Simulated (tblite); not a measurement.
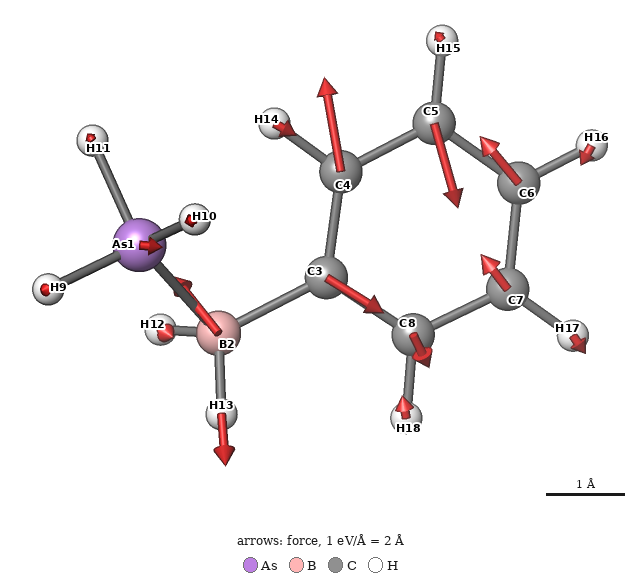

Starting geometry of C₆H₁₀AsB with the computed forces as red arrows. The picture is a ball-and-stick view, seen at a tilt.

Method: GFN2-xTB geometry optimisation, gas phase (tblite 0.8.0). 

> Is this structure relaxed? If not, where do the atoms go?

It isn't relaxed: the largest force vector, on C4, is 0.63 eV/Å. The final displacements have little in common with the starting forces (cosine between the two patterns 0.03). The energy falls by 3.16 kJ/mol in 96 geometry steps. H10 moves most after the best rigid fit: 0.65 Å. Largest moves by element: H 0.65 Å, C 0.35 Å, B 0.33 Å, As 0.17 Å. Some distances before and after: As1–B2 2.136 → 2.109 Å, B2–H13 1.174 → 1.195 Å, B2–C3 1.591 → 1.598 Å, B2–H12 1.202 → 1.195 Å. Among the angles between lasting bonds that change: B2–As1–H10 118.6° → 126.2°, B2–As1–H11 129.4° → 125.4°, B2–As1–H9 119.9° → 116.0°. Groups turn about B2–C3 by about 30°.
